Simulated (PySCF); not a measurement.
# CClO+ (SMILES [O+]#CCl): r2SCAN/STO-3G

Aim: the vertical singlet–triplet gap of CClO+ at r2SCAN/STO-3G, from 2 runs. Input form: a Python script.

The calculation is run with PySCF 2.14.0.

11 further runs of the same task are left out: 5 that didn't finish, 6 set aside as unsound or not needed.

### 1 The structure to begin with

CClO+ has 3 atoms, charge +1, and is taken as a singlet. SMILES: `[O+]#CCl`. Geometry: relaxed at GFN2-xTB.

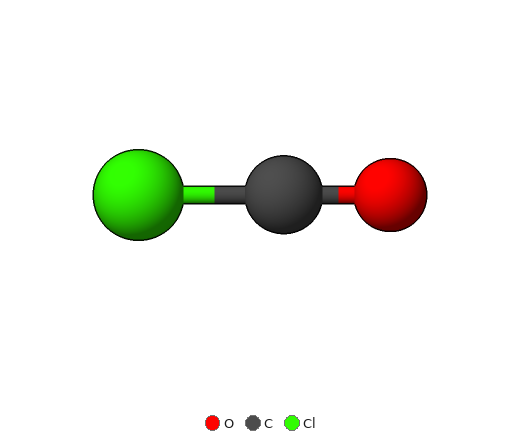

Viewed from a chosen angle; oxygen red, carbon dark grey, chlorine green.

### 2 The energy at r2SCAN/STO-3G

Contents of calc.py:

```python
from pyscf import gto, dft

mol = gto.Mole()
mol.atom = '''
O   -0.677350   1.027910  -0.255880
C   -0.074560   0.109500  -0.028570
Cl   0.751910  -1.137410   0.284450
'''
mol.charge = 1
mol.max_memory = 1860
mol.spin = 0
mol.verbose = 3
mol.basis = 'sto-3g'
mol.build()

mf = dft.RKS(mol, xc='r2scan')
mf.conv_tol = 1e-10
mf.grids.level = 5
mf.kernel()
if not mf.converged:
    mf = mf.newton().run(mf.mo_coeff, mf.mo_occ)

e_final = mf.e_tot
print('Final energy', e_final)
```

Command:

```bash
$ OMP_NUM_THREADS=1 python calc.py
```

The program printed:

```text
converged SCF energy = -566.579202231138
Final energy -566.5792022311384
```

Run time: 3 s. Hardware: 1 thread of Arm Neoverse V1, shared host; peak memory 0.2 GiB.

### 3 The triplet

Contents of input.py:

```python
from pyscf import gto, dft

mol = gto.M(
    atom='''
O   -0.677350   1.027910  -0.255880
C   -0.074560   0.109500  -0.028570
Cl   0.751910  -1.137410   0.284450
''',
    basis='sto-3g',
    charge=1,
    verbose=3,
    spin=2,
    max_memory=1860,
)

ks = dft.UKS(mol)
ks.xc = 'r2scan'
ks.conv_tol = 1e-10
ks.grids.level = 5
ks.kernel()
if not ks.converged:
    ks = ks.newton().run(ks.mo_coeff, ks.mo_occ)

e_tot = ks.e_tot
print('E = %.10f Eh' % e_tot)
```

Command:

```bash
$ OMP_NUM_THREADS=1 python input.py
```

The program printed:

```text
WARN: HOMO 0.000474428994233302 >= LUMO -0.378459284384853

WARN: HOMO -0.321492544737383 >= LUMO -0.5235225906302

WARN: HOMO -0.352983564852259 >= LUMO -0.599567960821991

WARN: HOMO -0.379515356439639 >= LUMO -0.602951316439738

WARN: HOMO -0.387936304892824 >= LUMO -0.602528647492446

WARN: HOMO -0.38449577387102 >= LUMO -0.601838716366521

WARN: HOMO -0.385541170442585 >= LUMO -0.601870029926927

WARN: HOMO -0.385500343772773 >= LUMO -0.601828706940708

WARN: HOMO -0.385472466755788 >= LUMO -0.601830158920003

WARN: HOMO -0.385464086919788 >= LUMO -0.601831986958624

WARN: HOMO -0.385465619082482 >= LUMO -0.60183085783019

WARN: HOMO -0.385465333807387 >= LUMO -0.601830846712701

WARN: HOMO -0.38546523705765 >= LUMO -0.601830798901595

converged SCF energy = -566.311310284721  <S^2> = 2.0024189  2S+1 = 3.0016122
E = -566.3113102847 Eh
```

Run time: 6.3 s. Hardware: 1 thread of Arm Neoverse V1, shared host; peak memory 0.21 GiB.

### 4 Outcome

Level: r2SCAN/STO-3G.

| quantity | value |
| --- | --- |
| singlet: total energy | -566.57920 Eh |
| singlet: HOMO energy | -17.70 eV |
| singlet: LUMO energy | -9.45 eV |
| singlet: HOMO–LUMO gap | 8.25 eV |
| triplet: total energy | -566.31131 Eh |
| triplet: HOMO energy (highest over α and β) | -10.49 eV |
| triplet: ⟨S²⟩ | 2.002 |
| vertical energy of the triplet above the singlet | 7.290 eV |

At this shape the triplet lies 7.29 eV (168 kcal/mol) above the singlet. In a minimal basis such a difference can be off by several eV, whatever the method.
